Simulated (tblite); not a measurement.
# Run report: C$_{4}$H$_{14}$BNSi, geometry relaxation (part 4 of 4)

The same run, continued: C$_{4}$H$_{14}$BNSi; GFN2-xTB geometry optimisation, gas phase (tblite 0.8.0). It belongs to a series of runs on one base structure; here: H on Si replaced by BMe2.

Geometry of the input (Å):
```
C  2.6550  0.3830  1.4225
B  1.5515  0.0201  0.3162
C  2.0241  -0.4183  -1.1303
Si -0.2764  0.5102  0.7154
N  -1.4699  -0.3879  -0.2205
C  -1.7311  0.1555  -1.5383
C  -2.6585  -0.6602  0.5345
H  2.2407  0.9707  2.2651
H  3.4295  1.0022  0.9227
H  3.1036  -0.5664  1.7500
H  1.4457  -1.3104  -1.4807
H  3.1060  -0.6100  -1.0544
H  1.8526  0.4041  -1.8651
H  -0.4081  1.9621  0.6456
H  -0.4953  0.1439  2.1447
H  -0.9663  0.8579  -1.8876
H  -1.7671  -0.7094  -2.2383
H  -2.7564  0.5881  -1.5610
H  -3.4306  -1.2004  -0.0606
H  -3.1032  0.2621  0.9852
H  -2.3549  -1.3800  1.3346
```

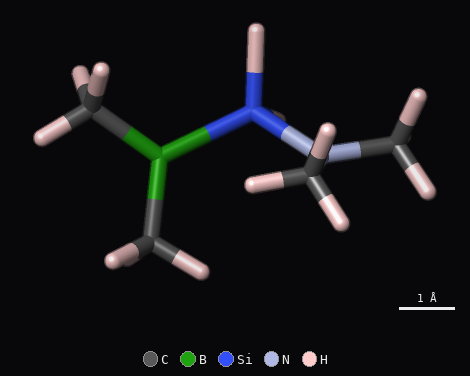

**Figure 1.** The geometry at step 225 of the log (stick view, seen at a tilt).

### Trajectory as extended XYZ, continued
```
21
Properties=species:S:1:pos:R:3:forces:R:3 step=192 energy=-587.16651
C     2.6479    0.9689    0.9356    0.0080   0.0040  -0.0010
B     1.5229    0.0841    0.2770   -0.0070  -0.0020  -0.0090
C     1.9088   -0.7937   -0.9745    0.0050   0.0020   0.0010
Si   -0.2545    0.0348    1.1138   -0.0110  -0.0080   0.0040
N    -1.4770   -0.2665   -0.0768    0.0020   0.0110   0.0120
C    -1.4836    0.4413   -1.3304    0.0130  -0.0020   0.0000
C    -2.7999   -0.6758    0.3127    0.0060  -0.0040   0.0010
H     2.3232    1.9976    1.0902   -0.0060  -0.0060   0.0070
H     3.5930    0.9960    0.3950   -0.0020  -0.0070   0.0000
H     2.8561    0.5818    1.9348    0.0050   0.0100  -0.0030
H     1.1563   -1.5253   -1.2611    0.0130   0.0040  -0.0120
H     2.8529   -1.3190   -0.8237   -0.0160  -0.0050   0.0010
H     2.0771   -0.1482   -1.8400   -0.0050  -0.0040   0.0180
H    -0.5781    1.2238    1.9533   -0.0020   0.0040   0.0000
H    -0.4473   -1.0912    2.0548    0.0080   0.0040  -0.0100
H    -0.4684    0.7162   -1.6037    0.0140   0.0060  -0.0070
H    -1.9000   -0.1954   -2.1178   -0.0160  -0.0020  -0.0030
H    -2.0882    1.3570   -1.2827   -0.0070  -0.0020  -0.0020
H    -3.2461   -1.2922   -0.4742   -0.0050   0.0090   0.0040
H    -3.4618    0.1822    0.4904    0.0060  -0.0100  -0.0070
H    -2.7421   -1.2596    1.2265   -0.0050  -0.0020   0.0040
21
Properties=species:S:1:pos:R:3:forces:R:3 step=198 energy=-587.16704
C     2.6352    0.9789    0.9219    0.0010   0.0020   0.0160
B     1.5156    0.0814    0.2711    0.0030  -0.0040   0.0150
C     1.9066   -0.7956   -0.9793    0.0000   0.0010  -0.0010
Si   -0.2539    0.0222    1.1240   -0.0050   0.0040  -0.0140
N    -1.4752   -0.2688   -0.0696    0.0000   0.0020  -0.0020
C    -1.4708    0.4397   -1.3234   -0.0080  -0.0010   0.0030
C    -2.8011   -0.6726    0.3149    0.0050   0.0020  -0.0020
H     2.3003    2.0058    1.0685    0.0070  -0.0090  -0.0020
H     3.5808    1.0087    0.3828   -0.0030   0.0000  -0.0040
H     2.8442    0.6025    1.9252    0.0070   0.0110  -0.0070
H     1.1421   -1.4993   -1.3005   -0.0060   0.0020   0.0010
H     2.8238   -1.3574   -0.7975   -0.0030   0.0010   0.0020
H     2.1313   -0.1498   -1.8309    0.0070  -0.0010   0.0040
H    -0.5755    1.2080    1.9701    0.0010  -0.0070  -0.0030
H    -0.4425   -1.1079    2.0597    0.0020  -0.0020  -0.0070
H    -0.4522    0.7126   -1.5889   -0.0150  -0.0030  -0.0070
H    -1.8859   -0.1946   -2.1143    0.0030   0.0010   0.0090
H    -2.0743    1.3567   -1.2794    0.0040  -0.0030   0.0020
H    -3.2520   -1.2787   -0.4774    0.0040   0.0020   0.0070
H    -3.4568    0.1887    0.4980   -0.0020  -0.0030   0.0010
H    -2.7486   -1.2638    1.2248   -0.0030   0.0050  -0.0100
21
Properties=species:S:1:pos:R:3:forces:R:3 step=205 energy=-587.16775
C     2.6195    1.0097    0.8921   -0.0170  -0.0110  -0.0110
B     1.5112    0.0753    0.2712    0.0140  -0.0020   0.0060
C     1.9090   -0.8197   -0.9657   -0.0010   0.0040   0.0090
Si   -0.2531   -0.0057    1.1341    0.0360   0.0290   0.0010
N    -1.4710   -0.2704   -0.0671   -0.0090  -0.0100   0.0010
C    -1.4631    0.4634   -1.3057   -0.0010  -0.0070   0.0010
C    -2.7987   -0.6756    0.3069   -0.0270   0.0020  -0.0010
H     2.2667    2.0359    0.9972    0.0100  -0.0090  -0.0030
H     3.5617    1.0344    0.3467    0.0040   0.0050   0.0070
H     2.8380    0.6793    1.9091    0.0000   0.0040  -0.0130
H     1.1288   -1.4922   -1.3161    0.0020   0.0150   0.0140
H     2.7872   -1.4240   -0.7324   -0.0050  -0.0050   0.0080
H     2.2100   -0.1981   -1.8111    0.0010   0.0100   0.0050
H    -0.5777    1.1626    2.0043    0.0070  -0.0200  -0.0060
H    -0.4379   -1.1568    2.0424   -0.0060  -0.0130   0.0080
H    -0.4426    0.7256   -1.5731    0.0150  -0.0010  -0.0040
H    -1.8903   -0.1527   -2.1038   -0.0130   0.0200  -0.0130
H    -2.0503    1.3895   -1.2404   -0.0120  -0.0150  -0.0060
H    -3.2552   -1.2512   -0.5038   -0.0060  -0.0130  -0.0080
H    -3.4473    0.1843    0.5179   -0.0120   0.0100   0.0040
H    -2.7540   -1.2967    1.1968    0.0200   0.0050   0.0010
21
Properties=species:S:1:pos:R:3:forces:R:3 step=211 energy=-587.16915
C     2.6036    1.0494    0.8547   -0.0040   0.0110   0.0090
B     1.5094    0.0750    0.2721    0.0100  -0.0020   0.0070
C     1.9145   -0.8414   -0.9451    0.0290   0.0070  -0.0080
Si   -0.2496   -0.0444    1.1404   -0.0070  -0.0160   0.0040
N    -1.4692   -0.2771   -0.0694    0.0040   0.0060  -0.0090
C    -1.4537    0.4853   -1.2912   -0.0080   0.0070   0.0020
C    -2.8012   -0.6746    0.3010    0.0070  -0.0020  -0.0020
H     2.2363    2.0749    0.9064    0.0000  -0.0110  -0.0020
H     3.5458    1.0631    0.3086    0.0010  -0.0010   0.0040
H     2.8279    0.7772    1.8877   -0.0150  -0.0030  -0.0190
H     1.1125   -1.4641   -1.3350    0.0080   0.0000   0.0000
H     2.7294   -1.5050   -0.6464   -0.0290   0.0120  -0.0070
H     2.3149   -0.2533   -1.7735   -0.0060  -0.0160   0.0190
H    -0.5844    1.0865    2.0528    0.0090  -0.0040  -0.0050
H    -0.4320   -1.2309    2.0059    0.0060   0.0110  -0.0050
H    -0.4280    0.7256   -1.5626   -0.0140   0.0000   0.0000
H    -1.9078   -0.0960   -2.1013    0.0110   0.0010   0.0150
H    -2.0161    1.4245   -1.1984   -0.0010  -0.0010  -0.0030
H    -3.2706   -1.2204   -0.5234    0.0010   0.0030   0.0080
H    -3.4374    0.1863    0.5455    0.0030  -0.0060  -0.0080
H    -2.7531   -1.3236    1.1707   -0.0050   0.0050   0.0030
21
Properties=species:S:1:pos:R:3:forces:R:3 step=218 energy=-587.17008
C     2.5810    1.0873    0.8137    0.0150  -0.0010  -0.0030
B     1.5070    0.0695    0.2721   -0.0010   0.0050  -0.0020
C     1.9101   -0.8702   -0.9264    0.0030  -0.0030  -0.0010
Si   -0.2414   -0.0801    1.1545   -0.0200   0.0080  -0.0130
N    -1.4587   -0.2731   -0.0649   -0.0030   0.0150  -0.0070
C    -1.4376    0.5165   -1.2693   -0.0010  -0.0060  -0.0030
C    -2.7934   -0.6761    0.2891    0.0060   0.0040   0.0070
H     2.1899    2.1050    0.8239    0.0040  -0.0010  -0.0050
H     3.5228    1.0997    0.2663   -0.0110   0.0060   0.0020
H     2.8112    0.8623    1.8558   -0.0070  -0.0020   0.0130
H     1.0870   -1.4441   -1.3463    0.0130  -0.0020  -0.0140
H     2.6530   -1.5885   -0.5720   -0.0030   0.0150  -0.0150
H     2.3937   -0.3248   -1.7382    0.0090  -0.0260   0.0100
H    -0.5719    1.0224    2.1016    0.0010   0.0010  -0.0010
H    -0.4252   -1.2909    1.9824    0.0020  -0.0090   0.0060
H    -0.4114    0.7673   -1.5280    0.0030   0.0070   0.0020
H    -1.8798   -0.0531   -2.0941   -0.0010   0.0150   0.0050
H    -2.0062    1.4512   -1.1640    0.0060  -0.0230   0.0070
H    -3.2628   -1.1969   -0.5515    0.0090  -0.0020   0.0120
H    -3.4259    0.1814    0.5533   -0.0110  -0.0060   0.0010
H    -2.7503   -1.3479    1.1416   -0.0130   0.0040   0.0000
21
Properties=species:S:1:pos:R:3:forces:R:3 step=225 energy=-587.17137
C     2.5487    1.1294    0.7671   -0.0120   0.0100   0.0050
B     1.5047    0.0624    0.2631   -0.0030  -0.0030  -0.0180
C     1.9250   -0.8992   -0.9117    0.0510  -0.0260  -0.0240
Si   -0.2344   -0.1206    1.1626    0.0110  -0.0020  -0.0040
N    -1.4553   -0.2757   -0.0584    0.0010  -0.0030  -0.0040
C    -1.4242    0.5454   -1.2414   -0.0040   0.0070   0.0060
C    -2.7933   -0.6783    0.2840   -0.0010   0.0010  -0.0080
H     2.1285    2.1350    0.7303   -0.0070  -0.0020   0.0010
H     3.4883    1.1478    0.2176    0.0180  -0.0040   0.0130
H     2.7806    0.9582    1.8192    0.0050   0.0020  -0.0050
H     1.0931   -1.3984   -1.4051    0.0280   0.0020   0.0040
H     2.5532   -1.6875   -0.4858   -0.0400   0.0300  -0.0100
H     2.5396   -0.4184   -1.6757   -0.0420  -0.0160   0.0400
H    -0.5576    0.9574    2.1406    0.0010  -0.0050  -0.0070
H    -0.4132   -1.3520    1.9621   -0.0030   0.0040  -0.0120
H    -0.3944    0.7914   -1.4923   -0.0060   0.0000  -0.0010
H    -1.8746    0.0081   -2.0834    0.0060  -0.0020   0.0170
H    -1.9800    1.4832   -1.1080   -0.0070   0.0050   0.0000
H    -3.2656   -1.1656   -0.5748   -0.0020  -0.0100   0.0150
H    -3.4203    0.1744    0.5766    0.0030  -0.0060   0.0000
H    -2.7577   -1.3800    1.1130    0.0020   0.0180  -0.0090
21
Properties=species:S:1:pos:R:3:forces:R:3 step=231 energy=-587.17209
C     2.5336    1.1537    0.7446   -0.0040  -0.0090  -0.0010
B     1.5071    0.0613    0.2565    0.0090   0.0040  -0.0010
C     1.9377   -0.9178   -0.8993    0.0140  -0.0140  -0.0110
Si   -0.2280   -0.1428    1.1581    0.0050  -0.0020   0.0000
N    -1.4523   -0.2783   -0.0618    0.0010   0.0050   0.0000
C    -1.4240    0.5637   -1.2298   -0.0020   0.0070  -0.0030
C    -2.7906   -0.6778    0.2821   -0.0040  -0.0050   0.0000
H     2.0969    2.1513    0.6795    0.0100  -0.0090   0.0010
H     3.4785    1.1720    0.2035   -0.0030   0.0070  -0.0050
H     2.7630    1.0121    1.8014   -0.0170   0.0020   0.0040
H     1.1065   -1.3791   -1.4298    0.0210   0.0020   0.0110
H     2.4967   -1.7360   -0.4365   -0.0120   0.0210  -0.0190
H     2.6096   -0.4728   -1.6344   -0.0130  -0.0160   0.0230
H    -0.5541    0.9131    2.1582    0.0040   0.0030  -0.0020
H    -0.4036   -1.3904    1.9321    0.0000  -0.0030  -0.0050
H    -0.3944    0.8091   -1.4820   -0.0020   0.0040  -0.0020
H    -1.8809    0.0432   -2.0785    0.0010  -0.0050   0.0100
H    -1.9752    1.5014   -1.0774   -0.0050   0.0050   0.0020
H    -3.2701   -1.1518   -0.5797   -0.0090  -0.0010   0.0040
H    -3.4102    0.1739    0.5918   -0.0040  -0.0020  -0.0110
H    -2.7552   -1.3908    1.1009    0.0090   0.0040   0.0050
21
Properties=species:S:1:pos:R:3:forces:R:3 step=238 energy=-587.17247
C     2.5225    1.1671    0.7314    0.0020  -0.0030  -0.0050
B     1.5100    0.0600    0.2493    0.0000  -0.0060   0.0000
C     1.9507   -0.9311   -0.8918   -0.0010  -0.0050  -0.0010
Si   -0.2232   -0.1543    1.1522    0.0020   0.0010   0.0000
N    -1.4530   -0.2748   -0.0632    0.0030   0.0010  -0.0010
C    -1.4284    0.5775   -1.2233   -0.0010   0.0050  -0.0040
C    -2.7895   -0.6785    0.2832    0.0040   0.0060  -0.0010
H     2.0779    2.1595    0.6502   -0.0040   0.0040   0.0010
H     3.4723    1.1900    0.1988   -0.0040  -0.0070   0.0030
H     2.7406    1.0404    1.7924   -0.0020   0.0020   0.0040
H     1.1242   -1.3716   -1.4461    0.0030   0.0060   0.0010
H     2.4669   -1.7645   -0.4098    0.0100  -0.0080   0.0070
H     2.6587   -0.5106   -1.6051    0.0020   0.0060  -0.0080
H    -0.5432    0.8910    2.1655    0.0030  -0.0030  -0.0010
H    -0.3992   -1.4124    1.9086    0.0040  -0.0010   0.0050
H    -0.3992    0.8221   -1.4789   -0.0050   0.0040   0.0010
H    -1.8905    0.0644   -2.0731   -0.0040  -0.0020  -0.0050
H    -1.9766    1.5152   -1.0603   -0.0030   0.0050   0.0000
H    -3.2748   -1.1442   -0.5797    0.0010  -0.0090   0.0000
H    -3.4079    0.1699    0.6036   -0.0070   0.0060  -0.0020
H    -2.7472   -1.3982    1.0955   -0.0040  -0.0010   0.0060
21
Properties=species:S:1:pos:R:3:forces:R:3 step=244 energy=-587.17287
C     2.5244    1.1593    0.7412    0.0030   0.0080   0.0100
B     1.5137    0.0558    0.2487   -0.0020   0.0060  -0.0070
C     1.9601   -0.9264   -0.8980   -0.0080   0.0120   0.0070
Si   -0.2217   -0.1549    1.1479   -0.0080  -0.0010  -0.0200
N    -1.4573   -0.2698   -0.0630   -0.0110  -0.0040   0.0020
C    -1.4377    0.5738   -1.2302    0.0030  -0.0020   0.0140
C    -2.7931   -0.6720    0.2884   -0.0060  -0.0050   0.0060
H     2.0827    2.1533    0.6568    0.0040  -0.0100   0.0000
H     3.4788    1.1798    0.2171    0.0010  -0.0010   0.0030
H     2.7320    1.0313    1.8045    0.0000   0.0060  -0.0040
H     1.1349   -1.3642   -1.4554   -0.0030  -0.0150  -0.0080
H     2.4814   -1.7602   -0.4223    0.0040  -0.0080   0.0000
H     2.6648   -0.4960   -1.6087    0.0060   0.0040  -0.0030
H    -0.5375    0.8910    2.1616    0.0020  -0.0020   0.0030
H    -0.3918   -1.4130    1.9073   -0.0060   0.0060  -0.0050
H    -0.4105    0.8212   -1.4900    0.0040  -0.0080  -0.0040
H    -1.9015    0.0515   -2.0742    0.0080   0.0150   0.0050
H    -1.9873    1.5116   -1.0721   -0.0120  -0.0050  -0.0020
H    -3.2772   -1.1563   -0.5655    0.0130   0.0040  -0.0050
H    -3.4162    0.1794    0.5928    0.0100  -0.0030  -0.0040
H    -2.7500   -1.3779    1.1127   -0.0010   0.0040   0.0120
21
Properties=species:S:1:pos:R:3:forces:R:3 step=251 energy=-587.17322
C     2.5292    1.1516    0.7509   -0.0040   0.0000   0.0020
B     1.5154    0.0559    0.2461   -0.0030  -0.0010  -0.0020
C     1.9647   -0.9202   -0.9048    0.0000   0.0040   0.0020
Si   -0.2219   -0.1538    1.1417    0.0010   0.0030   0.0040
N    -1.4618   -0.2705   -0.0636    0.0030   0.0030   0.0000
C    -1.4450    0.5699   -1.2331   -0.0010  -0.0060   0.0010
C    -2.7973   -0.6695    0.2922    0.0030   0.0030   0.0010
H     2.0943    2.1482    0.6639    0.0010  -0.0030  -0.0040
H     3.4882    1.1669    0.2351    0.0000   0.0000   0.0060
H     2.7259    1.0216    1.8158    0.0020   0.0010  -0.0030
H     1.1431   -1.3676   -1.4601   -0.0040  -0.0010  -0.0060
H     2.4987   -1.7494   -0.4345    0.0040   0.0010   0.0040
H     2.6619   -0.4795   -1.6171   -0.0010  -0.0020  -0.0020
H    -0.5331    0.8929    2.1562   -0.0010   0.0030   0.0000
H    -0.3921   -1.4084    1.9068   -0.0030   0.0010  -0.0100
H    -0.4185    0.8161   -1.4972   -0.0030   0.0030   0.0070
H    -1.9097    0.0459   -2.0752   -0.0010   0.0010   0.0000
H    -1.9975    1.5067   -1.0768    0.0070  -0.0040   0.0010
H    -3.2752   -1.1725   -0.5543    0.0000  -0.0030   0.0030
H    -3.4220    0.1881    0.5740   -0.0020  -0.0020   0.0010
H    -2.7562   -1.3555    1.1332    0.0000   0.0010  -0.0040
```

### Key numbers

| quantity | value |
| --- | --- |
| outcome | converged |
| total energy | −587.1732 eV |
| hardware | 1 CPU thread, shared host |
| wall time | 3.2 s |
| peak memory | 0.18 GiB |
